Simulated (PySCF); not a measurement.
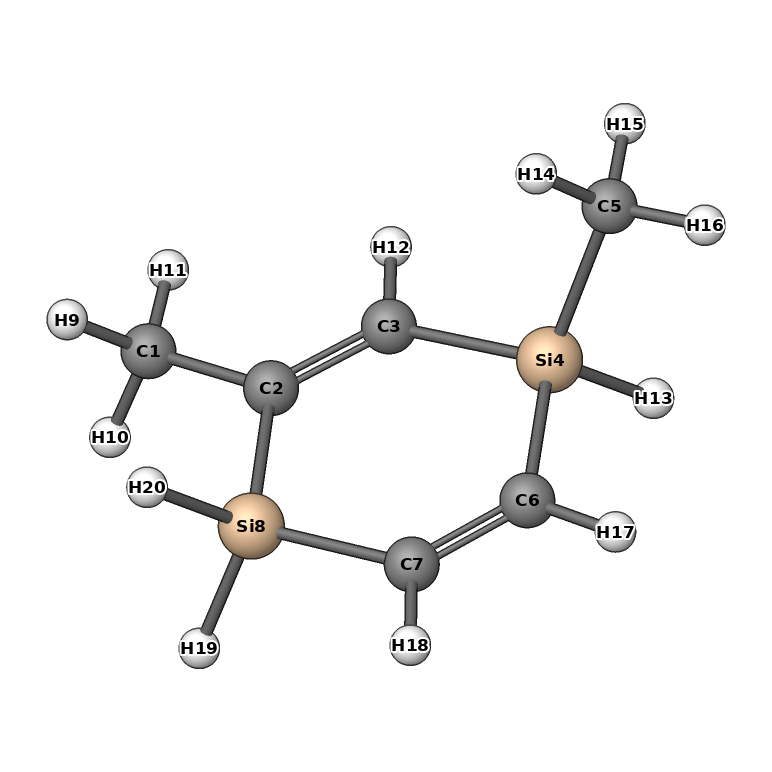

The questions are on isotropic NMR shieldings of the C atoms. Computed geometry: PBE0-D3(BJ)/def2-SVP optimisation. No frequency run is at hand to confirm it as a minimum. Method: GIAO PBE0/pcSseg-1 NMR shielding, non-relativistic, IEF-PCM dichloromethane (PySCF 2.14.0).

List the isotropic NMR shieldings of the C atoms.

```csv
atom,σ (ppm)
C1,152.8
C2,20.5
C3,35.7
C5,187.9
C6,23.7
C7,31.7
```
